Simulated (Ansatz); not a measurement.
# GeSiH4F (SMILES F[SiH][GeH3]) at 6 levels

Aim: a comparison of 6 runs (UHF/3-21G, UHF/def2-SVP, UB3LYP/6-31G*, UPBE/def2-SVP, UPBE0/def2-SVP, UCCSD/cc-pV(D+d)Z) of GeSiH4F. 

The results are computed with Ansatz 0.2.0.

4 further runs of the same task are left out: 2 that didn't finish, 2 set aside as unsound or not needed.

## 1. The system as given

GeSiH4F has 7 atoms, charge 0, and is taken as a doublet. As SMILES, `F[SiH][GeH3]`. The shape is that of a PBE0-D4/def2-TZVP optimisation.

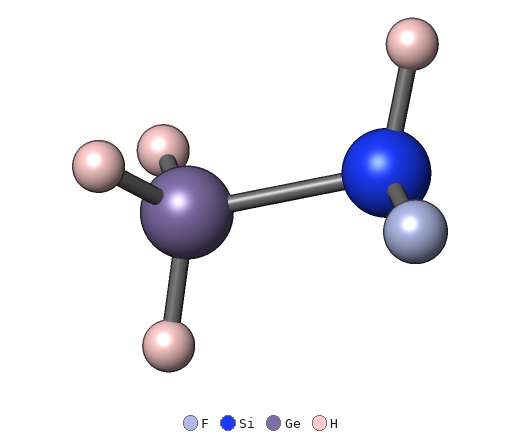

Viewed from a chosen angle; fluorine light blue, silicon blue, germanium purple, hydrogen pink.

## 2. Energy and forces at UHF/3-21G (run 1)

job.yaml reads:

```yaml
crystal:
  periodic: [false, false, false]
  atoms:
    - {symbol: F, position_ang: [-0.828200, -1.797600, 1.409500]}
    - {symbol: Si, position_ang: [-0.880400, -1.140500, -0.059400]}
    - {symbol: Ge, position_ang: [0.333800, 0.913400, -0.081600]}
    - {symbol: H, position_ang: [-0.325400, -2.158700, -1.001700]}
    - {symbol: H, position_ang: [0.289700, 1.465200, -1.516000]}
    - {symbol: H, position_ang: [-0.331000, 1.924700, 0.863100]}
    - {symbol: H, position_ang: [1.802700, 0.725500, 0.340400]}
basis:
  gaussian:
    orbitals: 3-21G-spherical.json
magnetization:
  spin_polarized: true
  initial_magnetization: 1
hamiltonian:
  xc: hf
accuracy: high
output: {forces: true, orbitals: {seedname: orbitals}}
```

The basis set 3-21G is read from a file made from the Basis Set Exchange's data (not shown).

The run is started by

```bash
$ ansatz run job.yaml --threads 1 --pin off --max-ram 2610MiB --events-out events.jsonl --progress --plain --runs-dir runs
```

The program printed:

```text
Warning: RAYON_NUM_THREADS=1 ignored (pool sized by the plan → 1); use --threads N
Functional definition: HF
  name "HF"
  exchange = exact_x
  correlation = 0
989 factors; integrals over basis functions are off by at most 8.7e-9 eV
mean field evaluation 1: about -66773.8165 eV, gradient 1.7e1 eV
mean field evaluation 2: about -66773.8282 eV, gradient 1.7e1 eV
mean field evaluation 4: about -66775.3026 eV, gradient 1.4e0 eV
mean field evaluation 8: about -66775.3427 eV, gradient 1.5e-3 eV
mean field -66775.34268195 eV, -2453.9485816088 hartree, gradient 2.7e-8 eV, S^2 0.753404; 0 other end points of the search recorded, 0 dependent functions left out
the calculation of the forces begins
reference -66775.34268195 eV, -2453.9485816088 hartree; 30, 29 occupied and 22, 23 virtual orbitals, 989 factors
Total energy: -66775.34268195 eV, -2453.9485816088 hartree
Atom 0 at    -0.828200    -1.797600     1.409500 Å, force    -0.077902    -0.593515     1.481334 eV/Å
Atom 1 at    -0.880400    -1.140500    -0.059400 Å, force     0.014951     0.131314    -1.346216 eV/Å
Atom 2 at     0.333800     0.913400    -0.081600 Å, force     0.230505     0.374561    -0.054029 eV/Å
Atom 3 at    -0.325400    -2.158700    -1.001700 Å, force    -0.073159     0.183541    -0.069052 eV/Å
Atom 4 at     0.289700     1.465200    -1.516000 Å, force    -0.022724    -0.036308     0.005920 eV/Å
Atom 5 at    -0.331000     1.924700     0.863100 Å, force    -0.023098    -0.025855    -0.004506 eV/Å
Atom 6 at     1.802700     0.725500     0.340400 Å, force    -0.048574    -0.033738    -0.013450 eV/Å
Dipole moment:    -0.046336     0.218407    -0.333263 e Å
```

Wall time 1.6 s (1 thread of Arm Neoverse V1, shared host); peak memory 0.28 GiB.

## 3. Energy and forces at UHF/def2-SVP (run 2)

input.yaml reads:

```yaml
crystal:
  periodic: [false, false, false]
  atoms:
    - {symbol: F, position_ang: [-0.828200, -1.797600, 1.409500]}
    - {symbol: Si, position_ang: [-0.880400, -1.140500, -0.059400]}
    - {symbol: Ge, position_ang: [0.333800, 0.913400, -0.081600]}
    - {symbol: H, position_ang: [-0.325400, -2.158700, -1.001700]}
    - {symbol: H, position_ang: [0.289700, 1.465200, -1.516000]}
    - {symbol: H, position_ang: [-0.331000, 1.924700, 0.863100]}
    - {symbol: H, position_ang: [1.802700, 0.725500, 0.340400]}
basis:
  gaussian:
    orbitals: def2-SVP
magnetization:
  spin_polarized: true
  initial_magnetization: 1
hamiltonian:
  xc: hf
accuracy: high
output: {forces: true, orbitals: {seedname: orbitals}}
```

The run is started by

```bash
$ ansatz run input.yaml --threads 1 --pin off --max-ram 2610MiB --events-out events.jsonl --progress --plain --runs-dir runs
```

The program printed, shortened:

```text
Warning: RAYON_NUM_THREADS=1 ignored (pool sized by the plan → 1); use --threads N
[... 2 set-up lines as earlier in the session ...]
[...]
1713 factors; integrals over basis functions are off by at most 4.8e-9 eV
[...]
mean field -67093.41417571 eV, -2465.6374934078 hartree, gradient 3.8e-8 eV, S^2 0.755900; 0 other end points of the search recorded, 0 dependent functions left out
[...]
reference -67093.41417571 eV, -2465.6374934078 hartree; 30, 29 occupied and 54, 55 virtual orbitals, 1713 factors
Total energy: -67093.41417571 eV, -2465.6374934078 hartree
Atom 0 at    -0.828200    -1.797600     1.409500 Å, force     0.003692    -0.157788     0.441740 eV/Å
Atom 1 at    -0.880400    -1.140500    -0.059400 Å, force    -0.068575    -0.263769    -0.532396 eV/Å
Atom 2 at     0.333800     0.913400    -0.081600 Å, force     0.194244     0.272981     0.002583 eV/Å
Atom 3 at    -0.325400    -2.158700    -1.001700 Å, force    -0.078285     0.171970     0.102896 eV/Å
Atom 4 at     0.289700     1.465200    -1.516000 Å, force     0.010226    -0.000419     0.030960 eV/Å
Atom 5 at    -0.331000     1.924700     0.863100 Å, force     0.017053    -0.024568    -0.022355 eV/Å
Atom 6 at     1.802700     0.725500     0.340400 Å, force    -0.078356     0.001593    -0.023427 eV/Å
Dipole moment:    -0.020286     0.170526    -0.278931 e Å
```

It took 5.1 s on 1 thread of Arm Neoverse V1, shared host; peak memory 0.31 GiB.

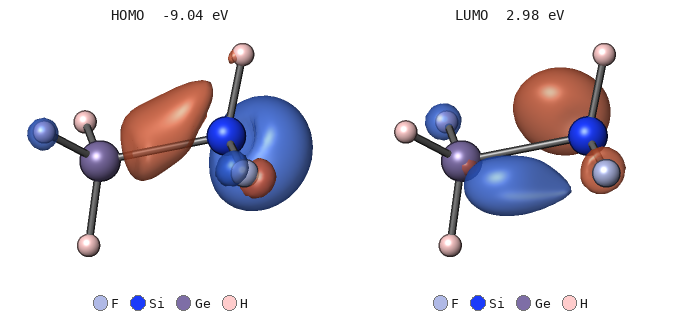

Frontier orbitals of this run (spin up), surfaces at ±0.2 Å^-3/2.

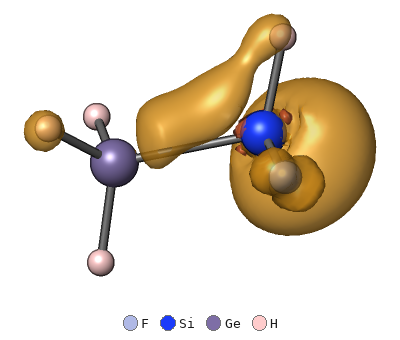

Spin density, surfaces at ±0.03 e/Å³.

Runs 3 to 5 aren't shown in full; the table further down has their settings and results.

## 4. A single-point energy at UCCSD/cc-pV(D+d)Z (density fitting with def2-universal-jkfit, aug-cc-pVTZ-rifit for correlation) (run 6)

in.yaml reads:

```yaml
crystal:
  periodic: [false, false, false]
  atoms:
    - {symbol: F, position_ang: [-0.828200, -1.797600, 1.409500]}
    - {symbol: Si, position_ang: [-0.880400, -1.140500, -0.059400]}
    - {symbol: Ge, position_ang: [0.333800, 0.913400, -0.081600]}
    - {symbol: H, position_ang: [-0.325400, -2.158700, -1.001700]}
    - {symbol: H, position_ang: [0.289700, 1.465200, -1.516000]}
    - {symbol: H, position_ang: [-0.331000, 1.924700, 0.863100]}
    - {symbol: H, position_ang: [1.802700, 0.725500, 0.340400]}
basis:
  gaussian:
    orbitals: cc-pV_D+d_Z.json
    fitting: {mean_field: def2-universal-jkfit, correlation: aug-cc-pVTZ-rifit.json}
correlation:
  method: ccsd
  diis_vectors: 12
accuracy: high
scf:
  lower_state_search: full
total_charge: 0
magnetization:
  spin_polarized: true
  initial_magnetization: 1
output: {orbitals: {seedname: orbitals}}
```

The basis set cc-pV(D+d)Z is read from a file made from the Basis Set Exchange's data (not shown).

The run is started by

```bash
$ ansatz run in.yaml --threads 1 --pin off --max-ram 2610MiB --events-out events.jsonl --progress --plain --runs-dir runs
```

The program printed, shortened:

```text
Warning: RAYON_NUM_THREADS=1 ignored (pool sized by the plan → 1); use --threads N
[... 2 set-up lines as earlier in the session ...]
[...]
543 factors; integrals over basis functions are off by at most 8.1e-1 eV
628 factors; integrals over basis functions are off by at most 1.3e2 eV
[...]
mean field -67104.64267230 eV, -2466.0501330464 hartree, gradient 2.4e-8 eV, S^2 0.756460; 3 other end points of the search recorded, 0 dependent functions left out
15 core orbitals not correlated: weight in the atoms' cores, before any rotation towards them, 1.000 or more for the frozen orbitals, at most 0.000 for the correlated occupied ones
reference -67104.64267230 eV, -2466.0501330464 hartree; 15, 14 occupied and 54, 55 virtual orbitals, 628 factors
second order -10.52311681 eV of doubles, -0.00000000 eV of singles
cycle   1  -11.14673213 eV  change   -6.2e-1 eV  update   9.1e-2
[...]
cycle  23  -11.60712646 eV  change    1.1e-9 eV  update   3.0e-9
Total energy: -67116.24979876 eV, -2466.4766870764 hartree
```

Wall time 29 s (1 thread of Arm Neoverse V1, shared host); peak memory 0.61 GiB.

## 5. Overview of the runs

```csv
run,level,task,lower state search,energy (Eh),dipole moment (D),HOMO energy (eV),LUMO energy (eV),wall time
1,UHF/3-21G,gradient,default,-2453.948582,1.93,-8.85,0.72,1.6 s
2,UHF/def2-SVP,gradient,default,-2465.637493,1.57,-9.04,1.00,5.1 s
3,UB3LYP/6-31G* (spherical functions),gradient,default,-2468.497476,1.19,-5.77,-2.90,15 s
4,UPBE/def2-SVP,gradient,default,-2467.735584,1.05,-5.03,-3.50,11 s
5,UPBE0/def2-SVP,gradient,default,-2467.823719,1.25,-6.20,-2.66,16 s
6,"UCCSD/cc-pV(D+d)Z (density fitting with def2-universal-jkfit, aug-cc-pVTZ-rifit for correlation)",energy,full,-2466.476687,–,-9.05,1.05,29 s
```

## 6. Summary of results

| quantity | value |
| --- | --- |
| run 6: total energy | -2466.47669 Eh |
| run 6: HOMO energy (Hartree–Fock orbitals) (highest over α and β) | -9.05 eV |
| run 6: LUMO energy (Hartree–Fock orbitals) (lowest over α and β) | 1.05 eV |
| run 6: correlation energy (15 core orbitals frozen) | -426.6 mEh |
| run 6: ⟨S²⟩ of the reference determinant | 0.756 |
| run 6: T1 diagnostic | 0.012 |

In words: Over runs 1, 2, 3, 4, 5 the dipole moment (its size) runs from 1.05 D (UPBE/def2-SVP) to 1.93 D (UHF/3-21G). The two ends differ in method and basis. Totals of different functionals can't be ranked against each other. All runs together took 78 s, the longest 29 s.
